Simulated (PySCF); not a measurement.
## A study: Co(NO)3 (CoN3O3)

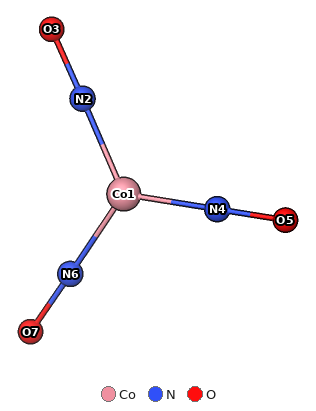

The molecule, with its atoms numbered as below. No frequency check shows the geometry to be a minimum.

Cartesian coordinates (Å):

```
Co1     -0.0088    0.0022    0.0000
N2       0.6988   -1.4399    0.0000
O3       1.2283   -2.4865    0.0000
N4      -1.6114    0.1183    0.0000
O5      -2.7815    0.2022    0.0000
N6       0.9071    1.3216    0.0000
O7       1.5876    2.2769    0.0000
```

### 1. Bonding charge

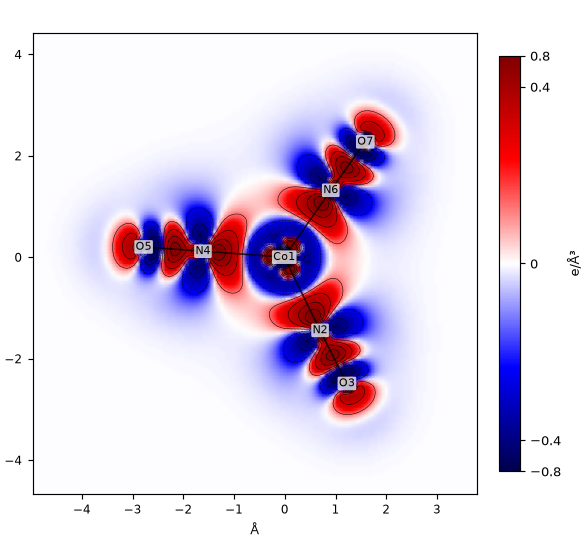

Deformation density (molecule less spherical, spin-averaged free atoms) in the molecular plane; colour scale in e/Å³, logarithmic beyond ±0.1; red: gain, blue: loss.

Computed with PySCF, ωB97X/def2-TZVP, geometry: GFN2-xTB. This is a single-reference result, which may miss multireference character in this system.

How much density has each bond in this plane gained at its critical point, relative to the free atoms?

Answer. N6–O7 and N2–O3: +0.70 e/Å³ at the bond critical point (bond length 1.17 Å, Mayer order 1.8). N4–O5: +0.70 e/Å³ at the bond critical point (bond length 1.17 Å, Mayer order 1.8). Co1–N6, Co1–N2 and Co1–N4: +0.05 e/Å³ at the bond critical point (bond length 1.61 Å, Mayer order 1.2); up to 0.6 Å beside the axis the gain reaches +0.41 e/Å³. In all, 1.9 electrons gather in the regions of gain relative to the promolecule. A small or negative value marks a very polar bond, one between electron-rich atoms, whose free-atom densities already overlap strongly, a long bond to a heavier atom, or a closed-shell contact such as a hydrogen bond.

Where do the Hirshfeld charges lie?

Answer. The highest Hirshfeld charge is on Co1 (+0.21 e), the lowest on O5 (−0.06 e).

```tsv
atom	charge (e)
Co1	+0.21
N2	−0.01
O3	−0.06
N4	−0.02
O5	−0.06
N6	−0.01
O7	−0.06
```

### 2. Bond critical points

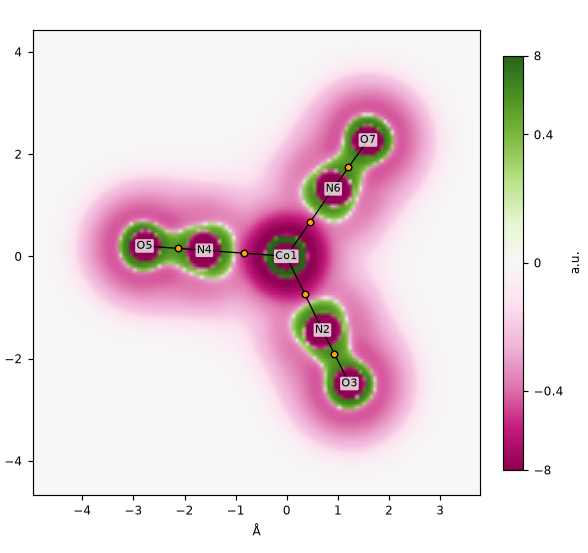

Negative Laplacian of the density (−∇²ρ) in the molecular plane (green positive, pink negative, colour scale in a.u., logarithmic beyond ±0.04), with bond paths and bond critical points (dots).

Sort the bonds in the plane by the sign of ∇²ρ at their critical points.

Answer. Concentrated (∇²ρ < 0): N6–O7 and N2–O3 (−1.78 a.u.); N4–O5 (−1.78 a.u.). Depleted (∇²ρ > 0): Co1–N6, Co1–N2 and Co1–N4 (+1.28 a.u., H = −0.121). A positive Laplacian with negative H is typical of metal–ligand bonds.

### 3. Electrostatic potential

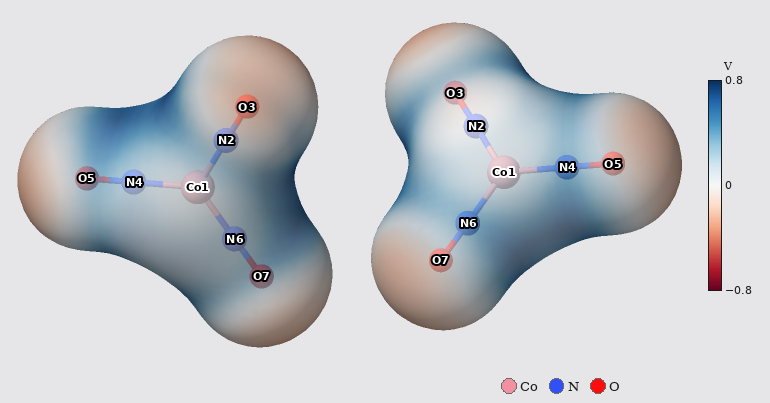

Electrostatic potential on the surface of electron density 0.001 a.u. (back view left, front view right).

Where are the extremes of the potential on the surface?

Answer. Highest: 0.73 V, off the N2–O3 bond (1.8 to 2.0 Å from its atoms). Lowest: −0.27 V, 1.7 Å from O5, and at like points elsewhere. The surface is sampled at points, so like sites can differ by a few per cent and only the strongest of them is named.

What volume does the surface enclose, and what is the dipole moment?

Answer. About 110 Å³; the dipole moment is 0.0 D.
